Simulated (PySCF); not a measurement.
SMILES OB(C#C)OC, B3LYP/def2-SVP optimised geometry. Atoms within 1.6 Å of the plane z = 0.0 Å (x, y, z in Å): B1 (-0.64, 0.02, 0.00), C2 (0.91, 0.02, 0.00), C3 (2.12, 0.07, 0.00), H4 (3.20, 0.09, 0.00), O5 (-1.34, 1.19, 0.00), H6 (-0.77, 1.97, 0.01), O7 (-1.29, -1.17, 0.00), C8 (-2.70, -1.29, 0.00), H9 (-3.03, -1.74, -0.95), H10 (-3.00, -1.97, 0.82), H11 (-3.20, -0.32, 0.13).

Computed with B3LYP/def2-TZVP run with PySCF. Cells within 0.4 Å of a nucleus heavier than hydrogen are left out (blank, or x).

Map of the Laplacian of the electron density (e/bohr⁵), clipped to [-1.50, 1.50] on the plane z = 0.0 Å:

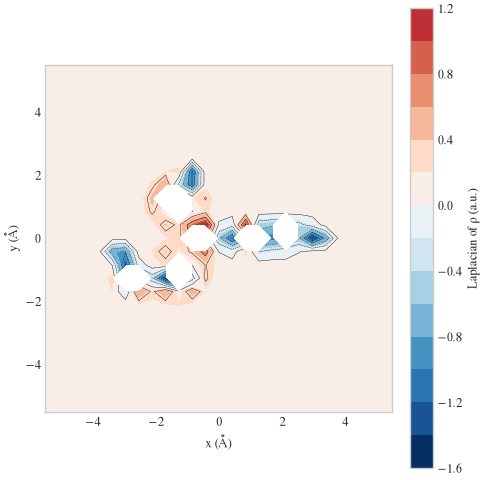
*Laplacian of the electron density (e/bohr⁵), clipped to [-1.50, 1.50] on the plane z = 0.0 Å.*
